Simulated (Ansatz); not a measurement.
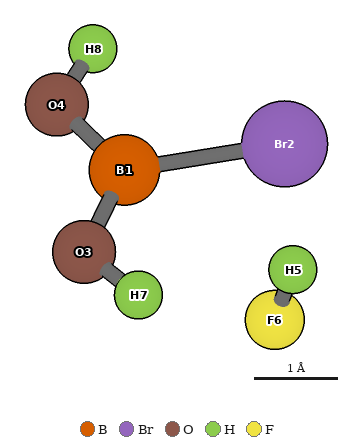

The input geometry (ball-and-stick view, seen at a tilt; atoms are numbered from 1 in the order of the input). Bond lengths as drawn: B–Br 1.98 Å, B–O 1.34 Å, F–H 0.93 Å and H–O 0.96 Å.

## Run report: BH3BrO2F, single-point calculation

BH3BrO2F, computed with RKS PBE0-D4/def2-TZVPP (Ansatz 0.2.0).

The geometry is the reactant side of a reaction. The reaction was set up to form B1–F6 and Br2–H5 and to break B1–Br2 and H5–F6 (atoms counted from 1 in the order of the input); sticks are drawn by distance alone. The geometry comes from this level: PBE0-D4/def2-TZVP.

## What the program printed
```
Functional definition: PBE0
  name "PBE0"
  cite "Adamo & Barone, J. Chem. Phys. 110, 6158 (1999) doi:10.1063/1.478522"
  cite "Perdew, Burke & Ernzerhof, Phys. Rev. Lett. 77, 3865 (1996) doi:10.1103/PhysRevLett.77.3865"
  parent pbe
  parameter a = 0.25
  parameter kappa = 0.804
  parameter beta = 0.06672455060314922
  exchange = (1 - a)*pbe_x(kappa = kappa, mu = beta*pi^2/3) + a*exact_x
  correlation = pbe_c(beta = beta)
1217 factors; their error is unknown
mean field evaluation 1: about -77565.1267 eV, gradient 7.4e1 eV
mean field evaluation 2: about -77551.2805 eV, gradient 1.2e2 eV
mean field evaluation 4: about -77573.5909 eV, gradient 3.9e0 eV
mean field evaluation 8: about -77573.6128 eV, gradient 2.7e-2 eV
mean field evaluation 16: about -77574.0715 eV, gradient 7.8e-5 eV
mean field -77574.07154363 eV, -2850.7945476342 hartree, gradient 7.8e-5 eV, S^2 0.000000; 0 other end points of the search recorded, 0 dependent functions left out
reference -77574.07156938 eV, -2850.7945485806 hartree; 34, 34 occupied and 180, 180 virtual orbitals, 1217 factors
Total energy: -77574.18949863 eV, -2850.7988824004 hartree
```

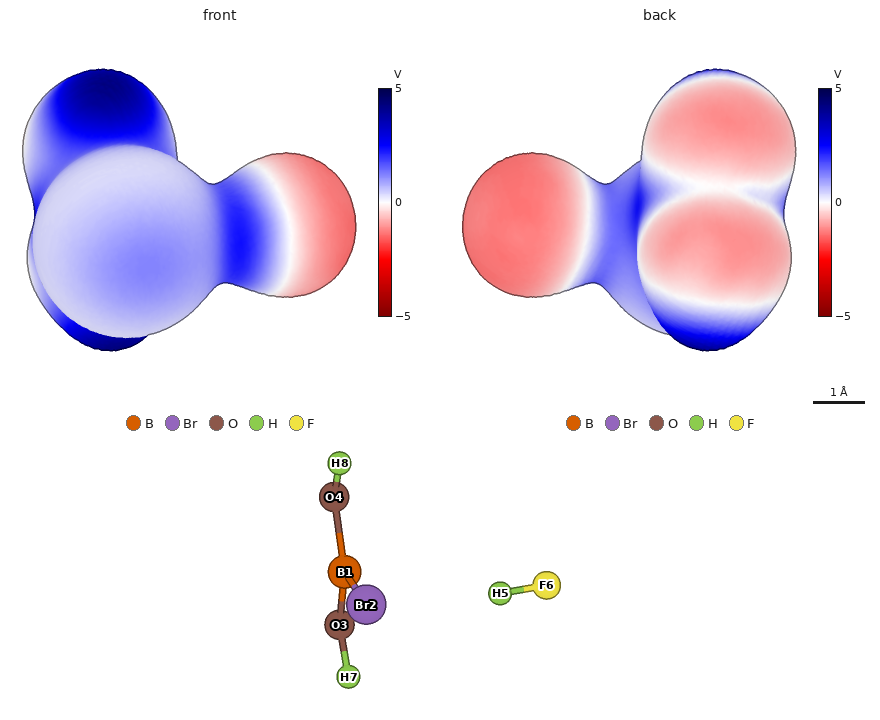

The electrostatic potential painted on the density surface at 0.004 e/bohr³, seen at a tilt and from behind; red is negative and blue positive. The bare structure is drawn below in the same view.

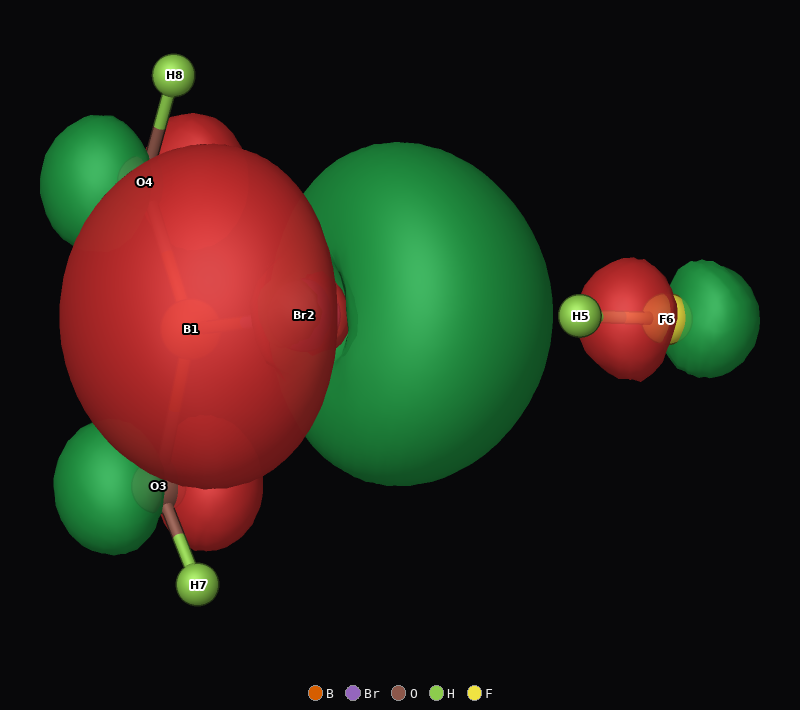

One frontier orbital at ±0.1 Å⁻³ᐟ² (green and red are the two phases), seen at a tilt. The HOMO−1, at −9.43 eV.

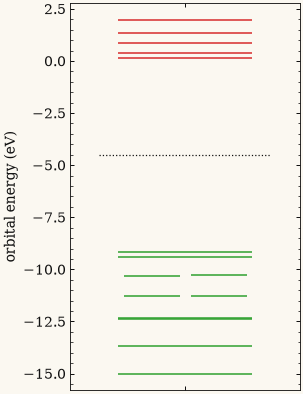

Orbital energies near the frontier; the dotted line parts filled from empty levels, and levels within 0.02 eV of each other stand side by side. Highest filled −9.15 eV, lowest empty 0.12 eV, 9.27 eV apart.

The run was set up as follows.

## Input file
```yaml
crystal:
  periodic: [false, false, false]
  atoms:
    - {symbol: B, position_ang: [-0.152751, -0.646975, 0.542980]}
    - {symbol: Br, position_ang: [1.529311, -0.404632, -0.469489]}
    - {symbol: O, position_ang: [-1.162996, -1.340934, 0.000006]}
    - {symbol: O, position_ang: [-0.268165, -0.130213, 1.774652]}
    - {symbol: H, position_ang: [0.566230, 1.568215, -1.410031]}
    - {symbol: F, position_ang: [-0.012971, 2.260077, -1.628871]}
    - {symbol: H, position_ang: [-0.997543, -1.664015, -0.887637]}
    - {symbol: H, position_ang: [0.498885, 0.358577, 2.078590]}
basis:
  gaussian: {orbitals: def2-TZVPP}
hamiltonian: {xc: pbe0, dispersion: d4}
output: {orbitals: {seedname: orbitals}}
```

Launched with:
```bash
ansatz run in.yaml --threads 8 --pin off --events-out ev --progress --plain --max-ram 19148MiB
```

## Summary

| quantity | value |
| --- | --- |
| outcome | converged |
| total energy | −77574.1895 eV |
| mean-field energy | −77574.0716 eV |
| dispersion energy | −0.1179 eV |
| SCF solution under orbital rotations | stable |
| HOMO | −9.15 eV |
| LUMO | 0.12 eV |
| hardware | 8 threads of Intel Xeon @ 2.90GHz, 31 GiB of memory available, shared host |
| wall time | 1.8 s (CPU time 10 s) |
| peak memory | 0.52 GiB |
